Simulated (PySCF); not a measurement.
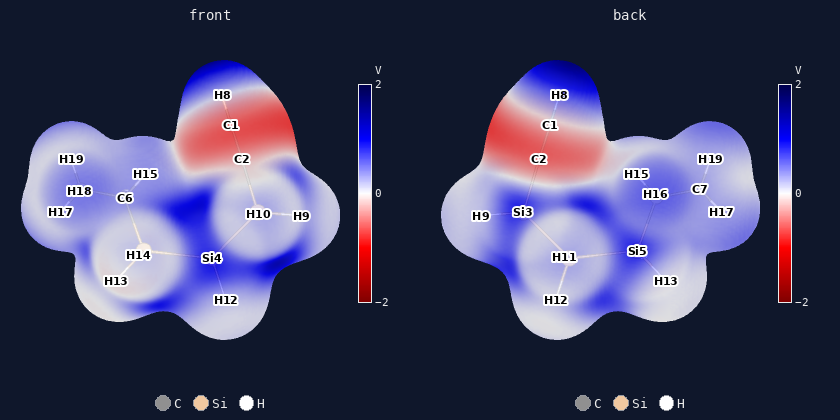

C₄H₁₂Si₃. The electrostatic potential painted on the density surface at 0.002 e/bohr³, seen from the front and from behind; red is negative and blue positive.

Geometry: GFN2-xTB.

The calculation used PySCF, CAM-B3LYP/def2-SVPD, SCF density, gas phase.

```csv
atom,x (Å),y (Å),z (Å)
C,2.2575,1.8637,-1.5709
C,2.4925,1.0095,-0.7577
Si,2.8167,-0.3300,0.4797
Si,1.0592,-1.8481,0.4326
Si,-1.0494,-0.9916,0.8551
C,-1.4835,0.3433,-0.4325
C,-2.8065,1.0372,-0.1372
H,2.0624,2.6157,-2.2816
H,4.1440,-0.8592,0.1335
H,2.9536,0.3600,1.7722
H,1.0912,-2.5597,-0.8576
H,1.3521,-2.9118,1.4096
H,-2.1378,-1.9825,0.8432
H,-1.1175,-0.3574,2.1821
H,-0.6882,1.0910,-0.4733
H,-1.5292,-0.1062,-1.4268
H,-3.6203,0.3154,-0.1095
H,-2.7670,1.5374,0.8283
H,-3.0396,1.7826,-0.8967
```

Describe the electrostatic potential map.

The most negative region (about −0.7 V) lies over C1 and C2, the most positive (about +1.5 V) over H8.

What dipole moment does the calculation give?

Its dipole moment is 0.83 D.
